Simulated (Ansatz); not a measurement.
Computed scan of one atom of the cell: CuI (zinc blende)

Relaxed CuI (zinc blende):

```
CuI
1.0
    0.00000     3.03967     3.03967
    3.03967     0.00000     3.03967
    3.03967     3.03967     0.00000
I Cu
1 1
Cartesian
  4.55950   4.55950   4.55950
  0.00000   0.00000   0.00000
```

In each cell atom 1 (I, nearest neighbour Cu at 2.632 Å; its periodic images, 4.3 Å or more away, move with it) moves by s·(0.707, 0.707, 0.000) (along Cartesian [110]), the rest being held.

These are PBE (plane waves to 420 eV, PAW, scalar-relativistic; Ansatz, a first-principles code) values and carry that method's errors. k mesh 8×8×8 (Γ-centred), Fermi-Dirac smearing 0.05 eV. Energies are smeared free energies. F⊥ is the part of the force across the line. CuI is run without spin polarisation. CuI was relaxed with its symmetry unable to fall. Spin-orbit coupling is left out, though I is heavy. The zero of ΔE is the undisplaced structure.

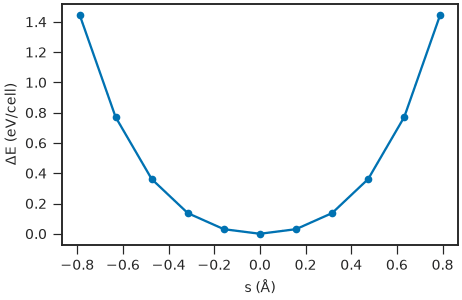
Figure. ΔE (eV/cell) against s (Å); markers are the computed points, lines only join them.

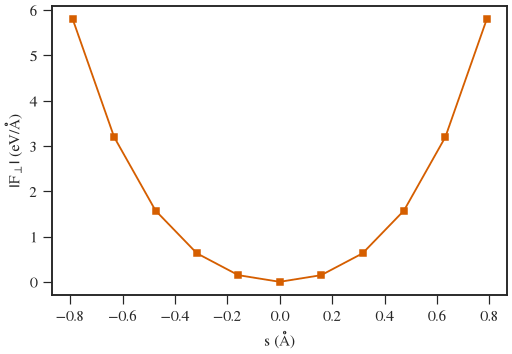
Figure. |F⊥| (eV/Å) against s (Å); markers are the computed points, lines only join them.

The force along the line at s = -0.790 Å is 5.32 eV/Å. The energy at s = 0.790 Å is 1448 meV/cell. Harmonic estimate at the end of the scan: ½ks² = 730 meV/cell against the computed 1448 meV/cell, so the well is stiffer than harmonic there. Shape of the curve: a single well with its minimum at or next to zero displacement. Symmetry of the curve: even: the same for both signs.

With its periodic images moving along, the atom's site symmetry in this cell is -43m.

(For displaced atoms, the force is minus the slope of the energy, and its curvature is a force constant, which sets phonon frequencies.)
